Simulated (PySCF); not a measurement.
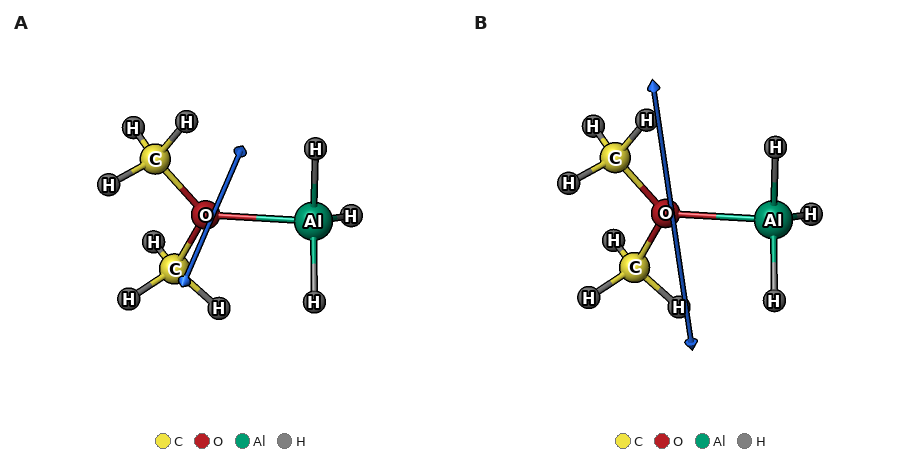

The double arrows show the directions of two transition dipoles from the ground state (lengths mean nothing). The computed structure is the end point of a PBE0-D3(BJ)/def2-SVP optimisation. No frequency run is at hand to confirm it as a minimum. Level of theory: TDDFT CAM-B3LYP/def2-SVPD, vertical, IEF-PCM acetonitrile (non-equilibrium linear response), core orbitals frozen in the response (PySCF 2.14.0).

Question. One belongs to singlet state 3 and one to singlet state 4. Which is which?

Answer. A: state 3, 7.60 eV (163 nm), oscillator strength 0.24, mainly HOMO → LUMO (weight 0.69).
B: state 4, 7.79 eV (159 nm), oscillator strength 0.18, mainly HOMO−1 → LUMO (weight 0.68).
